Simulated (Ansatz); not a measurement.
Run report: GaH$_{3}$, single-point calculation

GaH$_{3}$, computed with RKS r2SCAN-D4/def2-TZVPP (Ansatz 0.2.0).

The geometry comes from this level: PBE0-D4/def2-TZVP.

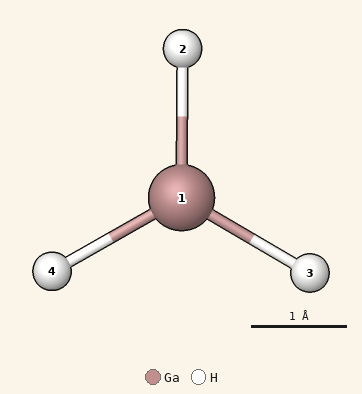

*The input geometry (ball-and-stick view, seen at a tilt; atoms are numbered from 1 in the order of the input). Sticks mark near contacts.*

## Input file
```yaml
crystal:
  periodic: [false, false, false]
  atoms:
    - {symbol: Ga, position_ang: [-0.967510, -0.226830, -0.832045]}
    - {symbol: H, position_ang: [0.190144, 0.138013, -1.825392]}
    - {symbol: H, position_ang: [-1.188368, -1.718013, -0.398905]}
    - {symbol: H, position_ang: [-1.904228, 0.899529, -0.271785]}
basis:
  gaussian: {orbitals: def2-TZVPP}
hamiltonian: {xc: r2scan, dispersion: d4}
```

Launch command:
```bash
ansatz run in.yaml --threads 2 --pin off --events-out ev --progress --plain --max-ram 4352MiB
```

## What the program printed
```
Functional definition: r2SCAN
  name "r2SCAN"
  cite "Furness, Kaplan, Ning, Perdew & Sun, J. Phys. Chem. Lett. 11, 8208 (2020) doi:10.1021/acs.jpclett.0c02405"
  cite "Furness, Kaplan, Ning, Perdew & Sun, J. Phys. Chem. Lett. 11, 9248 (2020) doi:10.1021/acs.jpclett.0c03077"
  parent r2scan
  parameter k0 = 0.174
  parameter k1 = 0.065
  parameter a1 = 4.9479
  exchange = r2scan_x(k0 = k0, k1 = k1, a1 = a1)
  correlation = r2scan_c
545 factors; their error is unknown
mean field evaluation 1: about -52424.7117 eV, gradient 2.7e1 eV
mean field evaluation 2: about -52424.5096 eV, gradient 3.8e1 eV
mean field evaluation 4: about -52425.6200 eV, gradient 2.4e-1 eV
mean field evaluation 8: about -52425.6043 eV, gradient 7.3e-4 eV
mean field -52425.60426290 eV, -1926.6054213107 hartree, gradient 1.2e-5 eV, S^2 0.000000; 0 other end points of the search recorded, 0 dependent functions left out
reference -52425.60427380 eV, -1926.6054217114 hartree; 17, 17 occupied and 73, 73 virtual orbitals, 545 factors
Total energy: -52425.61172801 eV, -1926.6056956484 hartree
```

## Summary

| quantity | value |
| --- | --- |
| outcome | converged |
| total energy | −52425.6117 eV |
| mean-field energy | −52425.6043 eV |
| dispersion energy | −0.0075 eV |
| SCF solution under orbital rotations | stable |
| hardware | 2 threads of Arm Neoverse V2, 23 GiB of memory available, shared host |
| wall time | 0.95 s (CPU time 1.6 s) |
| peak memory | 0.36 GiB |
